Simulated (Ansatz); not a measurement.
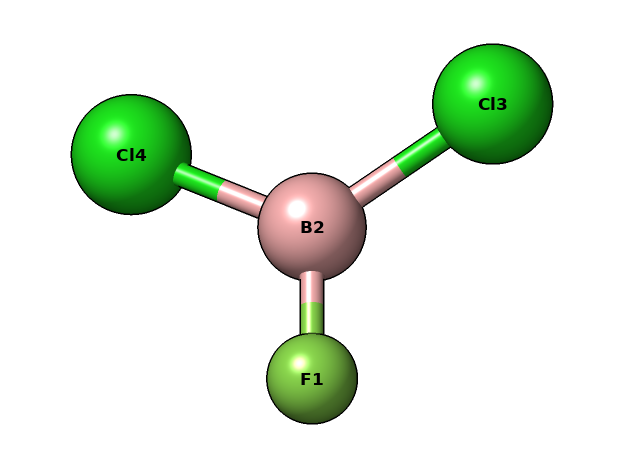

Numbered structure. The computed structure is the end point of a PBE-D4/def2-SVP optimisation. No frequency run is at hand to confirm it as a minimum.

List the bonds and their lengths.

```json
{"bond": "F1–B2", "length (Å)": "1.323", "order": "single"}
{"bond": "B2–Cl3", "length (Å)": "1.753", "order": "single"}
{"bond": "B2–Cl4", "length (Å)": "1.753", "order": "single"}
```
